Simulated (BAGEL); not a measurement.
# A workflow on CH2FNSi (SMILES FC1=N[SiH2]1)

We compute the energy (HF/def2-SV(P)), then the energy (NEVPT2(2,2)/def2-SV(P)), then a single-point energy (CASPT2(2,2)/def2-SV(P)) of CH2FNSi. 

Program for the calculation: BAGEL 1.2.2.

2 further runs of the same task are left out: 2 set aside as unsound or not needed.

**1. The molecule**

CH2FNSi has 6 atoms, charge 0, and is taken as a singlet. As SMILES, `FC1=N[SiH2]1`. The Si4–H6 distance was set to 2.363 Å, away from the relaxed value. At this shape a bond of the SMILES string is far longer than usual.

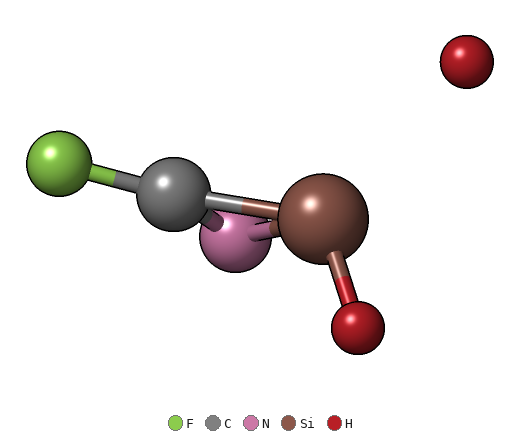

The structure, seen from a chosen angle (fluorine green, carbon grey, nitrogen pink, silicon brown, hydrogen red).

**2. A single-point energy at HF/def2-SV(P) (density fitting with svp-jkfit) (run 1)**

calc.json

```json
{ "bagel" : [

{
  "title" : "molecule",
  "basis" : "def2-sv_p_.json",
  "df_basis" : "svp-jkfit",
  "angstrom" : "true",
  "geometry" : [
    { "atom" : "F", "xyz" : [    1.844837,   -2.159156,    0.300404 ] },
    { "atom" : "C", "xyz" : [    0.934737,   -1.366256,   -0.217496 ] },
    { "atom" : "N", "xyz" : [   -0.202363,   -1.661756,   -0.675596 ] },
    { "atom" : "Si", "xyz" : [    0.137337,    0.103744,   -0.784996 ] },
    { "atom" : "H", "xyz" : [    0.423437,    0.692544,   -2.108596 ] },
    { "atom" : "H", "xyz" : [   -0.987300,    1.572700,    0.684600 ] }
  ]
},
{ "title" : "hf" },
{ "title" : "print", "file" : "orbitals.molden", "orbitals" : "true" }

]}
```

The basis set def2-SV(P) is read from a file made from the Basis Set Exchange's data (not shown).

Started as:

```sh
BAGEL_NUM_THREADS=1 BAGEL calc.json > calc.out
```

The program printed:

```text
* using 1 threads per process

  ===============================================================
  ===============================================================

  *** Geometry ***

  { "atom" : "F", "xyz" : [      3.486237,     -4.080214,      0.567681 ] },
  { "atom" : "C", "xyz" : [      1.766397,     -2.581850,     -0.411008 ] },
  { "atom" : "N", "xyz" : [     -0.382411,     -3.140264,     -1.276691 ] },
  { "atom" : "Si", "xyz" : [      0.259529,      0.196048,     -1.483427 ] },
  { "atom" : "H", "xyz" : [      0.800180,      1.308718,     -3.984669 ] },
  { "atom" : "H", "xyz" : [     -1.865727,      2.971972,      1.293707 ] },

  Number of auxiliary basis functions:      393

  Since a DF basis is specified, we compute 2- and 3-index integrals:
    o Being stored without compression. Storage requirement is 0.013 GB

  Number of basis functions:       64
  Number of electrons      :       38

    * METHOD: MOLECULE                             0.13

  *** RHF ***

  === Nuclear Repulsion ===
   144.5210719552

      * DIIS with orbital gradients will be used.

  === RHF iteration (def2-sv_p_.json) ===
      0       -481.22304783          0.02293781           0.04
      1       -481.33824888          0.01683331           0.04
      2       -481.42041986          0.00199692           0.04
      3       -481.42278333          0.00103843           0.04
      4       -481.42323375          0.00027529           0.04
      5       -481.42331221          0.00011831           0.04
      6       -481.42332515          0.00006096           0.04
      7       -481.42332856          0.00001503           0.04
      8       -481.42332882          0.00000526           0.04
      9       -481.42332885          0.00000168           0.04
     10       -481.42332885          0.00000085           0.04
     11       -481.42332886          0.00000028           0.04
     12       -481.42332886          0.00000011           0.04
     13       -481.42332886          0.00000006           0.03
     14       -481.42332886          0.00000003           0.03
     15       -481.42332886          0.00000001           0.03
     16       -481.42332886          0.00000000           0.03
    * SCF iteration converged.

    * Permanent dipole moment:
           (   -0.301685,    -0.924348,     0.525438) a.u.

    * METHOD: HF                                   0.76

    * METHOD: PRINT                                0.01

  ===============================================================
```

Run time: 1 s. Hardware: 1 thread of Arm Neoverse V1, shared host; peak memory 0.14 GiB.

**3. The energy at NEVPT2(2,2)/def2-SV(P) (density fitting with svp-jkfit) (run 2)**

input.json

```json
{ "bagel" : [

{
  "title" : "molecule",
  "basis" : "def2-sv_p_.json",
  "df_basis" : "svp-jkfit",
  "angstrom" : true,
  "geometry" : [
    { "atom" : "F", "xyz" : [    1.844837,   -2.159156,    0.300404 ] },
    { "atom" : "C", "xyz" : [    0.934737,   -1.366256,   -0.217496 ] },
    { "atom" : "N", "xyz" : [   -0.202363,   -1.661756,   -0.675596 ] },
    { "atom" : "Si", "xyz" : [    0.137337,    0.103744,   -0.784996 ] },
    { "atom" : "H", "xyz" : [    0.423437,    0.692544,   -2.108596 ] },
    { "atom" : "H", "xyz" : [   -0.987300,    1.572700,    0.684600 ] }
  ]
},
{ "title" : "hf" },
{ "title" : "casscf", "nstate" : 1, "nact" : 2, "nclosed" : 18, "active" : [19, 20], "maxiter" : 200, "natocc" : true },
{ "title" : "nevpt2", "nstate" : 1, "nact" : 2, "nclosed" : 18, "active" : [19, 20], "maxiter" : 200, "natocc" : true, "ncore" : 8 },
{ "title" : "print", "file" : "orbitals.molden", "orbitals" : true }

]}
```

The basis set def2-SV(P) is read from a file made from the Basis Set Exchange's data (not shown).

Started as:

```sh
BAGEL_NUM_THREADS=1 BAGEL input.json > input.out
```

The program printed:

```text
* using 1 threads per process

  ===============================================================
  ===============================================================

  *** Geometry ***

  { "atom" : "F", "xyz" : [      3.486237,     -4.080214,      0.567681 ] },
  { "atom" : "C", "xyz" : [      1.766397,     -2.581850,     -0.411008 ] },
  { "atom" : "N", "xyz" : [     -0.382411,     -3.140264,     -1.276691 ] },
  { "atom" : "Si", "xyz" : [      0.259529,      0.196048,     -1.483427 ] },
  { "atom" : "H", "xyz" : [      0.800180,      1.308718,     -3.984669 ] },
  { "atom" : "H", "xyz" : [     -1.865727,      2.971972,      1.293707 ] },

  Number of auxiliary basis functions:      393

  Since a DF basis is specified, we compute 2- and 3-index integrals:
    o Being stored without compression. Storage requirement is 0.013 GB

  Number of basis functions:       64
  Number of electrons      :       38

    * METHOD: MOLECULE                             0.13

  *** RHF ***

  === Nuclear Repulsion ===
   144.5210719552

      * DIIS with orbital gradients will be used.

  === RHF iteration (def2-sv_p_.json) ===
      0       -481.22304783          0.02293781           0.04
      1       -481.33824888          0.01683331           0.03
      2       -481.42041986          0.00199692           0.03
[... 13 lines of this table left out ...]
     16       -481.42332886          0.00000000           0.03
    * SCF iteration converged.

    * Permanent dipole moment:
           (   -0.301685,    -0.924348,     0.525438) a.u.

    * METHOD: HF                                   0.66

  ---------------------------
      CASSCF calculation
  ---------------------------

    ==== Active orbitals : =====
         Orbital 19
         Orbital 20
    ============================

    * nstate   :      1
    * nclosed  :     18
    * nact     :      2
    * nvirt    :     44
  === CASSCF iteration (def2-sv_p_.json) ===

    * Using the second-order algorithm

      0  0      -481.44162012     2.75e-03      0.01

      1  0      -481.46041815     1.83e-03      0.17
[... 17 lines of this table left out ...]
     10  0      -481.46389331     8.67e-09      0.15

    * Second-order optimization converged. *

     guess   0:   closed 1.                   open ..

  === FCI iteration ===

      0  0      -481.42095163     7.24e-02      0.00
      1  0      -481.46384546     2.19e-03      0.00
      2  0 *    -481.46389331     8.26e-16      0.00

     * ci vector, state   0, <S^2> = 0.0000
       2.     0.9587171615
       .2    -0.2843613971

    * METHOD: CASSCF                               1.86

    * freezing 8 orbitals

  === DF-NEVPT2 calculation ===

    * 3-index integral transformation done
    * assembly done

      NEVPT2 correlation energy:   -0.5339038563      0.08

          (+0)     -0.5029362502
          (+0)'    -0.0040665194
          (+1)     -0.0103283961
          (+1)'    -0.0000000000
          (+2)     -0.0002758803
          (-1)     -0.0150224375
          (-1)'     0.0000000000
          (-2)     -0.0012743728

      NEVPT2 total energy:       -481.9977971637

    * METHOD: NEVPT2                               0.15

    * METHOD: PRINT                                0.01

  ===============================================================
```

Wall time 2.9 s (1 thread of Arm Neoverse V1, shared host); peak memory 0.14 GiB.

**4. The energy at CASPT2(2,2)/def2-SV(P) (density fitting with svp-jkfit) (run 3)**

caspt2.json

```json
{ "bagel": [

{
  "title": "molecule",
  "basis": "def2-sv_p_.json",
  "df_basis": "svp-jkfit",
  "angstrom": true,
  "geometry": [
    { "atom": "F", "xyz": [       1.844837,      -2.159156,       0.300404 ] },
    { "atom": "C", "xyz": [       0.934737,      -1.366256,      -0.217496 ] },
    { "atom": "N", "xyz": [      -0.202363,      -1.661756,      -0.675596 ] },
    { "atom": "Si", "xyz": [       0.137337,       0.103744,      -0.784996 ] },
    { "atom": "H", "xyz": [       0.423437,       0.692544,      -2.108596 ] },
    { "atom": "H", "xyz": [      -0.987300,       1.572700,       0.684600 ] }
  ]
},

{
  "title": "hf"
},

{
  "title": "casscf",
  "nstate": 1,
  "nact": 2,
  "nclosed": 18,
  "active": [19, 20],
  "maxiter": 200,
  "natocc": true
},

{
  "title": "print",
  "file": "orbitals.molden",
  "orbitals": true
},

{
  "title": "smith",
  "method": "caspt2",
  "ms": true,
  "xms": true,
  "sssr": true,
  "shift": 0.2,
  "shift_imag": true,
  "ncore": 8
}

]}
```

The basis set def2-SV(P) is read from a file made from the Basis Set Exchange's data (not shown).

Started as:

```sh
BAGEL_NUM_THREADS=1 BAGEL caspt2.json > caspt2.out
```

The program printed:

```text
* using 1 threads per process

  ===============================================================
  ===============================================================

  *** Geometry ***

  { "atom" : "F", "xyz" : [      3.486237,     -4.080214,      0.567681 ] },
  { "atom" : "C", "xyz" : [      1.766397,     -2.581850,     -0.411008 ] },
  { "atom" : "N", "xyz" : [     -0.382411,     -3.140264,     -1.276691 ] },
  { "atom" : "Si", "xyz" : [      0.259529,      0.196048,     -1.483427 ] },
  { "atom" : "H", "xyz" : [      0.800180,      1.308718,     -3.984669 ] },
  { "atom" : "H", "xyz" : [     -1.865727,      2.971972,      1.293707 ] },

  Number of auxiliary basis functions:      393

  Since a DF basis is specified, we compute 2- and 3-index integrals:
    o Being stored without compression. Storage requirement is 0.013 GB

  Number of basis functions:       64
  Number of electrons      :       38

    * METHOD: MOLECULE                             0.13

  *** RHF ***

  === Nuclear Repulsion ===
   144.5210719552

[... 8 lines left out ...]
    * SCF iteration converged.
[... 1 line left out ...]
    * Permanent dipole moment:
[... 27 lines left out ...]
    * Second-order optimization converged. *
[... 9 lines left out ...]
     * ci vector, state   0, <S^2> = 0.0000
[... 16 lines left out ...]
    * Zeroth order energy : state  0       -0.6947802493

    * CASPT2 iteration is performed using orthogonal basis

      -------------------------------------------  CASPT2 iteration  ---------------------------------------------------
       #      aibj      arbs      arbi      airj      risj      airs      arst      rist         Etot      error   time
      ------------------------------------------------------------------------------------------------------------------

       0  -0.50134  -0.00168  -0.01572  -0.01135  -0.00044  -0.00368  -0.00000  -0.00000   -0.5342063  0.0007952   0.04
       1  -0.50142  -0.00169  -0.01575  -0.01146  -0.00046  -0.00373   0.00000  -0.00000   -0.5345160  0.0001198   0.03
       2  -0.50143  -0.00169  -0.01575  -0.01146  -0.00046  -0.00373  -0.00000  -0.00000   -0.5345222  0.0000220   0.03
       3  -0.50143  -0.00169  -0.01575  -0.01146  -0.00046  -0.00373  -0.00000  -0.00000   -0.5345224  0.0000039   0.03
       4  -0.50143  -0.00169  -0.01575  -0.01146  -0.00046  -0.00373   0.00000  -0.00000   -0.5345224  0.0000006   0.03

      ------------------------------------------------------------------------------------------------------------------

    * CASPT2 energy : state  0     -482.0013126138
        w/o shift correction       -481.9984157456
        reference weight              0.8526683143

    * METHOD: SMITH                                0.28

  ===============================================================
```

Run time: 3.3 s. Hardware: 1 thread of Arm Neoverse V1, shared host; peak memory 0.14 GiB.

**5. Results**

| quantity | value |
| --- | --- |
| run 1, HF/def2-SV(P): total energy | -481.42333 Eh |
| run 1, HF/def2-SV(P): dipole moment | 2.81 D |
| run 1, HF/def2-SV(P): HOMO energy | -10.62 eV |
| run 1, HF/def2-SV(P): LUMO energy | 0.58 eV |
| run 1, HF/def2-SV(P): HOMO–LUMO gap | 11.20 eV |
| run 2, NEVPT2(2,2)/def2-SV(P): total energy | -481.99780 Eh |
| run 3, CASPT2(2,2)/def2-SV(P): total energy | -482.00131 Eh |
